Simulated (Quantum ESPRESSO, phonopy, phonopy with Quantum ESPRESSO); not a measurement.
# Grüneisen parameters and expansion of SiC (F-43m), part 8 of 8

Wanted: mode Grüneisen parameters of SiC and a free-energy fit over volumes.

Quantum ESPRESSO 7.5; DFT LDA, scalar-relativistic, plane waves, GBRV ultrasoft pseudopotentials.

So far. Step 24 (Lattice dynamics at this volume, V/V0 0.97): The time given is that of the 2 pw.x runs on displaced cells behind this step. Step 25 (Ground state at this cell, V/V0 1.05): The run ends at a pressure of -10.21 GPa.

### Step 26. Zone-centre response

In a polar crystal the Born charges and ε∞ give the long-range dipole term that a finite supercell misses. They are those of this k-mesh and were not tested on a denser one; where the gap is small they converge slowly, and the LO modes with them.

The input, ph.in:

```
phonons
&inputph
   prefix = 'x'
   outdir = './tmp'
   fildyn = 'x.dyn'
   tr2_ph = 1.0d-18
   epsil = .true.
/
0.000000000 0.000000000 0.000000000
```

The input, scf.in:

```
&control
   calculation = 'scf'
   prefix = 'x'
   outdir = './tmp'
   pseudo_dir = './pseudo'
   tprnfor = .true.
   tstress = .true.
/
&system
   ibrav = 0
   nat = 2
   ntyp = 2
   ecutwfc = 45.0
   ecutrho = 270.0
   occupations = 'fixed'
   nbnd = 6
/
&electrons
   conv_thr = 1.0d-12
   mixing_beta = 0.7
   electron_maxstep = 100
/
ATOMIC_SPECIES
 Si     28.0850  Si.upf
 C      12.0110  C.upf
CELL_PARAMETERS angstrom
     0.000000000    2.199738353    2.199738353
     2.199738353    0.000000000    2.199738353
     2.199738353    2.199738353    0.000000000
ATOMIC_POSITIONS crystal
 Si     0.000000000   0.000000000   0.000000000
 C      0.250000000   0.250000000   0.250000000
K_POINTS automatic
 8 8 8 0 0 0
```

The run is started by

```bash
> OMP_NUM_THREADS=1 mpirun -n 8 ph.x -nk 8 -in ph.in > ph.out
```

The log of the run:

```text
[banner, memory and clock lines left out]
Program PHONON v.7.5

     ./tmp/x.save/

     IMPORTANT: XC functional enforced from input :
     Exchange-correlation= PZ
                           (   1   1   0   0   0   0   0)
     Any further DFT definition will be discarded
     Please, verify this is what you really want

     G-vector sticks info

     Reading collected, re-writing distributed wavefunctions in ./tmp/

     Number and degeneracy of irreps per q-point
       N         xq(1)         xq(2)         xq(3)   N irreps
[...]
freq (    1) =      -0.257693 [THz] =      -8.595708 [cm-1]
     freq (    2) =      -0.257693 [THz] =      -8.595708 [cm-1]
     freq (    3) =      -0.257693 [THz] =      -8.595708 [cm-1]
     freq (    4) =      22.644395 [THz] =     755.335709 [cm-1]
     freq (    5) =      22.644395 [THz] =     755.335709 [cm-1]
     freq (    6) =      22.644395 [THz] =     755.335709 [cm-1]
 **************************************************************************

     Mode symmetry, T_d (-43m)  point group:

     freq (   1-   3) =         -8.6  [cm-1]   --> T_2  G_15 P_4   I+R
     freq (   4-   6) =        755.3  [cm-1]   --> T_2  G_15 P_4   I+R
```

Wall time 8.3 s (8 MPI ranks of Arm Neoverse V2, shared host).

ε∞:

```
7.20 0.00 0.00
0.00 7.20 0.00
0.00 0.00 7.20
```

The Born charges sum to zero within 0.038 e; the rest is removed before use. Acoustic frequencies in this log differ from zero by the error of the sum rule, which ph.x does not impose.

### Step 27. A displaced supercell

One atom (for the harmonic constants) or a pair of atoms (for the cubic ones) is moved by a few hundredths of an ångström; the forces on all atoms give a column of force constants. The threshold is tight because the forces are small.

System of this step: SiC. The cell holds 54 atoms: 27 Si and 27 C. Cell: a = 9.333 Å, b = 9.333 Å, c = 9.333 Å, α = 60.0°, β = 60.0°, γ = 60.0°. It derives from SiC, repeated 3×3×3.

The input, disp-00001.in:

```
&control
   calculation = 'scf'
   prefix = 'x'
   outdir = './tmp'
   pseudo_dir = './pseudo'
   tprnfor = .true.
   disk_io = 'none'
/
&system
   ibrav = 0
   nat = 54
   ntyp = 2
   ecutwfc = 45.0
   ecutrho = 270.0
   occupations = 'fixed'
   nbnd = 110
/
&electrons
   conv_thr = 1.0d-11
   mixing_beta = 0.7
   electron_maxstep = 100
/
ATOMIC_SPECIES
 Si     28.0850  Si.upf
 C      12.0110  C.upf
CELL_PARAMETERS angstrom
     0.000000000    6.599215060    6.599215060
     6.599215060    0.000000000    6.599215060
     6.599215060    6.599215060    0.000000000
ATOMIC_POSITIONS crystal
 Si     0.002143003   0.000000000   0.000000000
 Si     0.333333333   0.000000000   0.000000000
 Si     0.666666667   0.000000000   0.000000000
 Si     0.000000000   0.333333333   0.000000000
 Si     0.333333333   0.333333333   0.000000000
 Si     0.666666667   0.333333333   0.000000000
 Si     0.000000000   0.666666667   0.000000000
 Si     0.333333333   0.666666667   0.000000000
 Si     0.666666667   0.666666667   0.000000000
 Si     0.000000000   0.000000000   0.333333333
 Si     0.333333333   0.000000000   0.333333333
 Si     0.666666667   0.000000000   0.333333333
 Si     0.000000000   0.333333333   0.333333333
 Si     0.333333333   0.333333333   0.333333333
 Si     0.666666667   0.333333333   0.333333333
 Si     0.000000000   0.666666667   0.333333333
 Si     0.333333333   0.666666667   0.333333333
 Si     0.666666667   0.666666667   0.333333333
 Si     0.000000000   0.000000000   0.666666667
 Si     0.333333333   0.000000000   0.666666667
 Si     0.666666667   0.000000000   0.666666667
 Si     0.000000000   0.333333333   0.666666667
 Si     0.333333333   0.333333333   0.666666667
 Si     0.666666667   0.333333333   0.666666667
 Si     0.000000000   0.666666667   0.666666667
 Si     0.333333333   0.666666667   0.666666667
 Si     0.666666667   0.666666667   0.666666667
 C      0.083333333   0.083333333   0.083333333
 C      0.416666667   0.083333333   0.083333333
 C      0.750000000   0.083333333   0.083333333
 C      0.083333333   0.416666667   0.083333333
 C      0.416666667   0.416666667   0.083333333
 C      0.750000000   0.416666667   0.083333333
 C      0.083333333   0.750000000   0.083333333
 C      0.416666667   0.750000000   0.083333333
 C      0.750000000   0.750000000   0.083333333
 C      0.083333333   0.083333333   0.416666667
 C      0.416666667   0.083333333   0.416666667
 C      0.750000000   0.083333333   0.416666667
 C      0.083333333   0.416666667   0.416666667
 C      0.416666667   0.416666667   0.416666667
 C      0.750000000   0.416666667   0.416666667
 C      0.083333333   0.750000000   0.416666667
 C      0.416666667   0.750000000   0.416666667
 C      0.750000000   0.750000000   0.416666667
 C      0.083333333   0.083333333   0.750000000
 C      0.416666667   0.083333333   0.750000000
 C      0.750000000   0.083333333   0.750000000
 C      0.083333333   0.416666667   0.750000000
 C      0.416666667   0.416666667   0.750000000
 C      0.750000000   0.416666667   0.750000000
 C      0.083333333   0.750000000   0.750000000
 C      0.416666667   0.750000000   0.750000000
 C      0.750000000   0.750000000   0.750000000
K_POINTS automatic
 3 3 3 0 0 0
```

The run is started by

```bash
> OMP_NUM_THREADS=1 mpirun -n 4 pw.x -nk 4 -in disp-00001.in > disp-00001.out
```

The log of the run:

```text
[banner, memory and clock lines left out]
Program PWSCF v.7.5

     Message from routine setup:
     using ibrav=0 with symmetry is DISCOURAGED, use correct ibrav instead

     G-vector sticks info

     bravais-lattice index     =            0
     lattice parameter (alat)  =      17.6362  a.u.
     unit-cell volume          =    3878.8541 (a.u.)^3
     number of atoms/cell      =           54
     number of atomic types    =            2
     number of electrons       =       216.00
[...]
atom    1 type  1   force =    -0.00041895   -0.01294476   -0.01294476
     atom    2 type  1   force =    -0.00026093    0.00141328    0.00141328
     atom    3 type  1   force =     0.00026664    0.00138485    0.00138485
[...]
atom   53 type  2   force =     0.00013742    0.00000778    0.00000778
     atom   54 type  2   force =     0.00000070   -0.00003241   -0.00003241

     Total force =     0.020828     Total SCF correction =     0.000003
     Message from routine punch:
     Nothing written, as per user request (disk_io='none')
[key lines of the parts left out:]
!    total energy              =    -572.34718980 Ry
convergence has been achieved in  16 iterations
```

The job ended after 9.7 min (4 MPI ranks).

### Step 28. Phonons, V/V0 1.05

This step: DFT LDA, scalar-relativistic, plane waves, GBRV ultrasoft pseudopotentials (phonopy with Quantum ESPRESSO 4.10.0 / 7.5).

Run time: 9.9 min. Hardware: 8 threads.

Phonopy, LO-TO term from ph.x's tensors. Phonon branches along the path, in cm⁻¹:

```csv
point,branch 1,branch 2,branch 3,branch 4,branch 5,branch 6
Γ,0,0,0,756,756,922
X,365,365,600,719,719,806
U,350,433,544,712,717,810
jump to K,350,433,544,712,717,810
Γ,0,0,0,756,756,922
L,268,268,581,724,724,803
W,386,434,526,710,724,805
X,365,365,600,719,719,806
```

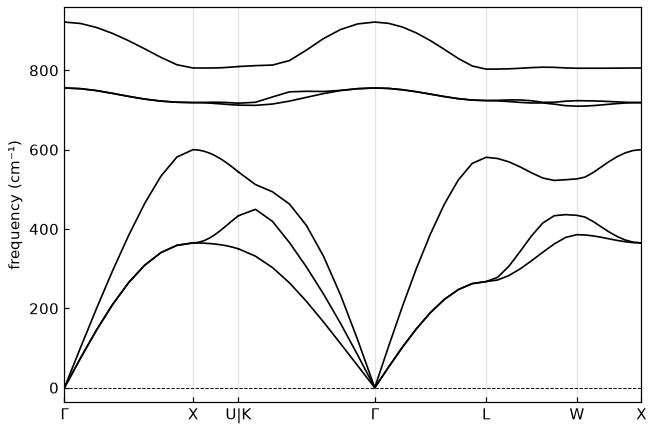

Phonon branches along the path.

No mode is imaginary beyond numerical noise along the path. The highest zone-centre mode (no LO–TO term) moved by -5.4 % for a volume change of +5.0 %.

The time given is that of the 2 pw.x runs on displaced cells behind this step.

### Step 29. Mode Grüneisen parameters

This step: DFT LDA, scalar-relativistic, plane waves, GBRV ultrasoft pseudopotentials (phonopy 4.10.0).

This step gave:

- share of modes with a negative Grüneisen parameter: 0.048

Mean Grüneisen, by row:

```csv
T (K),heat-capacity-weighted mean,root mean square
50,0.111,0.344
100,0.248,0.412
200,0.517,0.693
300,0.679,0.84
500,0.793,0.933
800,0.837,0.966
```

Table of mean mode Grueneisen parameter by wavenumber:

```csv
wavenumber (cm⁻¹),mean mode Grueneisen parameter
16,-
81,0.155
146,0.092
242,0.128
307,0.203
372,0.403
437,0.571
534,0.928
598,0.905
663,-
728,-
825,-
889,1.1
954,1.07
```

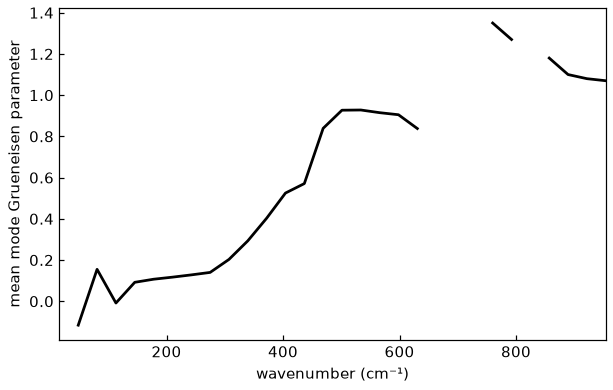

Mean mode Grueneisen parameter, plotted against wavenumber.

Volume series, by row:

```csv
V/V0,V (Å³/atom),pressure (GPa),E - E0 (meV/atom),gap (eV),zero-point energy (meV/atom),lowest on the path (cm⁻¹),highest at Gamma without the LO-TO term (cm⁻¹)
0.97,9.833,7.352,7.029,1.273,114.6,0,826.6
0.985,9.985,3.519,1.782,1.287,112.8,0,812.4
1,10.14,-0.044,0,1.3,111.1,0,798.6
1.015,10.29,-3.358,1.526,1.313,109.4,0,785.2
1.03,10.44,-6.438,6.078,1.325,107.7,0,772.3
1.05,10.64,-10.21,16.48,1.34,105.5,0,755.5
```

The optical frequency at Gamma without the LO-TO term, mode 4 by V/V0:

```csv
V/V0,"optical frequency at Gamma without the LO-TO term, mode 4 (cm⁻¹)"
0.9700,827
0.9850,812
1.0000,799
1.0150,785
1.0300,772
1.0500,756
```

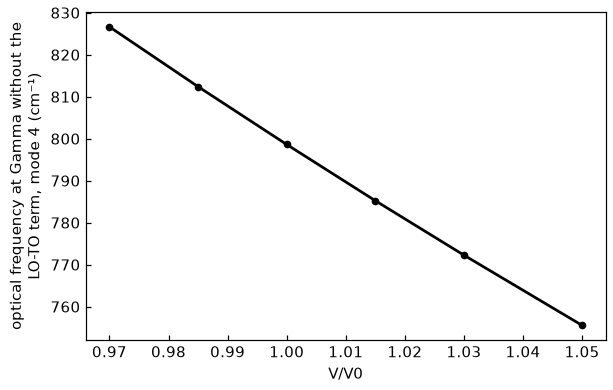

Optical frequency at Gamma without the LO-TO term, mode 4 against V/V0.

Grüneisen at points, by row:

```csv
point,branch,frequency (cm⁻¹),mode Grüneisen parameter
Γ,4,798.6,1.13
Γ,6,971.6,1.07
X,1,370.8,0.26
X,3,625.1,0.83
X,4,771.7,1.44
X,6,852.6,1.14
U,1,353.1,0.12
U,2,446.4,0.54
U,3,568,0.89
U,4,764.4,1.43
U,5,765.4,1.31
U,6,859.4,1.22
K,1,353.1,0.12
K,2,446.4,0.54
K,3,568,0.89
K,4,764.4,1.43
K,5,765.4,1.31
K,6,859.4,1.22
L,1,267.5,-0.04
L,3,610.5,0.96
L,4,772,1.31
L,6,848.8,1.15
W,1,398.3,0.59
W,2,439.9,0.21
W,3,551.4,0.94
W,4,755.7,1.27
W,5,777.4,1.45
W,6,855.5,1.24
```

The printed pressures lie 0.11 GPa below −dE/dV of the same runs on average, in a series that spans 18 GPa: energy and stress disagree, as they do when the basis is incomplete, so the pressures are not converged.

### Step 30. Free-energy fit

This step gave:

```yaml
volume_expansion_coefficient_at_300_k: 6.84 1e-6/K
isothermal_bulk_modulus_at_300_k: 223.3 GPa
c_p_at_300_k: 13.56 J/mol-atom/K
grueneisen_parameter_at_300_k: 0.694
```

The energy (each curve on its own zero) by volume; values in meV/atom:

```csv
volume (Å³/atom),static,F at 0 K,F at 300 K,F at 1300 K
9.833,7.03,11.4,11.8,18.8
9.985,1.78,4.41,4.64,8.94
10.137,0,0.89,0.98,2.56
10.289,1.53,0.72,0.66,-0.52
10.441,6.08,3.6,3.4,-0.57
10.644,16.5,11.8,11.4,3.69
```

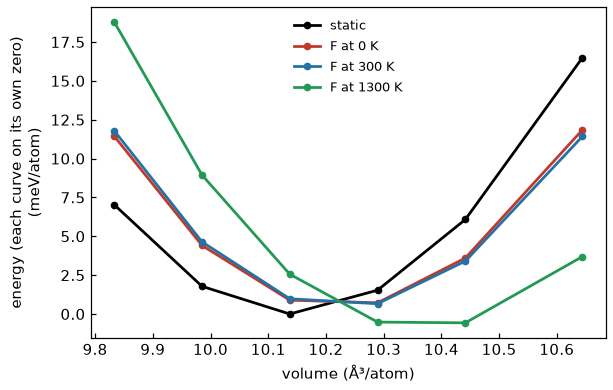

Energy (each curve on its own zero), plotted against volume.

Phonopy-qha, vinet fit of F(V) at each temperature; no electronic free energy. Qha vinet, by row:

```csv
T (K),fitted volume (Å³/atom),alpha_V (1e-6/K),B_T (GPa),C_P (J/mol-atom/K),Grueneisen
100,10.22,0.47,224.4,2.278,0.2853
150,10.22,1.57,224.3,5.23,0.4142
200,10.22,3.23,224.1,8.289,0.5373
250,10.23,5.09,223.8,11.13,0.6301
300,10.23,6.84,223.3,13.56,0.6942
350,10.23,8.35,222.8,15.56,0.7381
400,10.24,9.6,222.2,17.16,0.7688
450,10.24,10.63,221.6,18.44,0.7909
500,10.25,11.48,220.9,19.47,0.8073
550,10.25,12.17,220.3,20.3,0.8198
600,10.26,12.74,219.6,20.98,0.8296
650,10.27,13.23,218.9,21.54,0.8375
700,10.27,13.64,218.2,22,0.8439
750,10.28,13.99,217.6,22.39,0.8492
800,10.29,14.3,216.8,22.72,0.8537
850,10.3,14.57,216.1,23,0.8576
900,10.3,14.8,215.4,23.25,0.861
950,10.31,15.02,214.7,23.46,0.864
1000,10.32,15.21,214,23.65,0.8667
1050,10.33,15.39,213.2,23.82,0.8692
1100,10.34,15.55,212.5,23.96,0.8714
1150,10.34,15.71,211.8,24.1,0.8734
1200,10.35,15.85,211,24.22,0.8754
1250,10.36,15.98,210.3,24.33,0.8772
```

Volume expansion coefficient, phonopy-qha, Vinet against temperature:

```csv
temperature (K),"volume expansion coefficient, phonopy-qha, Vinet (1e-6/K)"
100,0.47
200,3.23
300,6.84
400,9.6
500,11.5
600,12.7
700,13.6
800,14.3
900,14.8
1000,15.2
1100,15.6
1200,15.8
```

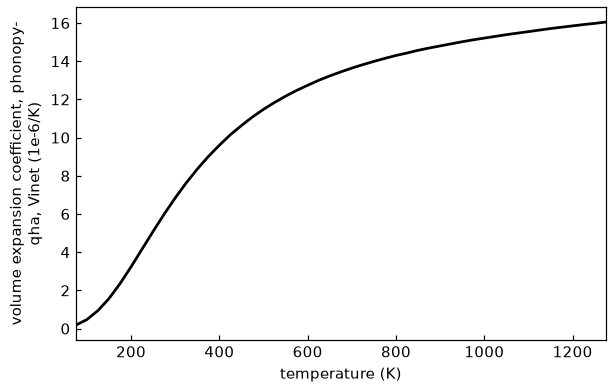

Volume expansion coefficient, phonopy-qha, Vinet against temperature.

The fit gives a volume expansion of 6.84 × 10⁻⁶/K at 300 K.

### Step 31. Outcome

| Quantity | Value |
| --- | --- |
| volume expansion coefficient at 300 K | 6.84 1e-6/K |
| isothermal bulk modulus at 300 K | 223.3 GPa |
| C_P at 300 K | 13.56 J/mol-atom/K |
| Grüneisen parameter at 300 K | 0.694 |
| mean mode Grüneisen parameter at 300 K | 0.679 |

What this shows: Near room temperature SiC expands by 6.84 × 10⁻⁶/K in volume by LDA, with C_P = 13.6 J/(mol K) per mole of atoms and B_T = 223 GPa. C_P at room temperature is 54 % of the classical 3R an atom, so the stiffest modes are still partly frozen out. The heat-capacity-weighted Grüneisen parameter goes from 0.111 at 50 K to 0.837 at 800 K; 5 % of the modes stiffen on expansion. Weighting γ by the density of states and each mode's heat capacity at 300 K, modes below 330 cm⁻¹ give about 7 % of the sum of γC that drives the expansion, those up to 650 cm⁻¹ 37 % and the rest 56 %. Among the labelled points γ is largest for branch 5 at W (777 cm⁻¹, 1.4) and most negative for branch 1 at L (268 cm⁻¹, -0.04). The printed pressures lie 0.11 GPa below −dE/dV of the same runs on average, in a series that spans 18 GPa: energy and stress disagree, as they do when the basis is incomplete, so the pressures are not converged. The supercell is 7.6 Å across at its narrowest and was not tested against a larger one: only its own wavevectors are exact, and acoustic branches between them, with the entropy at low temperature, can be off.

[Logs are printed without paths, hosts, clocks, repeated set-up lines and the standing remarks that a program may print on its own settings, such as how far it seeks lower states.]

[Hosts, paths, dates, database ids (printed as entryN), source tags and the programs' standing remarks are cut or masked in the printed files.]

[A step with changed settings may run another functional than the one named; its input shows which.]

[Of the runs on displaced cells, only some may be shown.]
